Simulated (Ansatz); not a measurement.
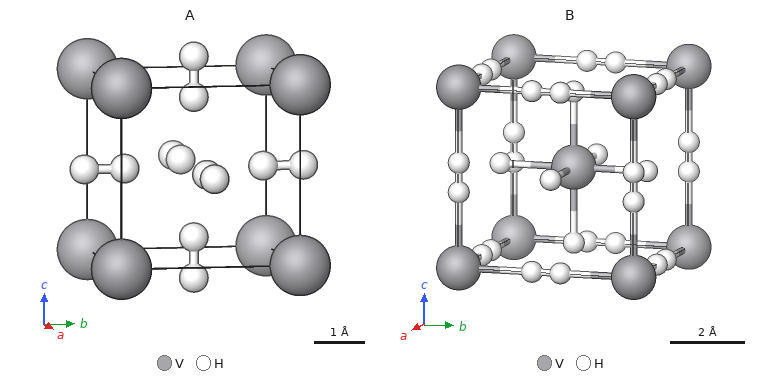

Two structures of VH$_{6}$, each relaxed to rest (conventional cells in solid outline, small ones repeated, not to one scale). Method: DFT PBE, scalar-relativistic, plane waves, PAW (Ansatz 0.2.0), with collinear spins.

> Give the type and space group of each.

A: 7 atoms a cell on a primitive cubic lattice, Pm-3m. B: 14 atoms a cell on a body-centred cubic lattice, Im-3m.

> Which form lies lower?

B is lower, by 124 meV/atom at this level of theory (energies at zero smearing). Volumes: A 7.0, B 9.0 Å³/atom.

One or both may be structure types tried for this composition rather than known phases.
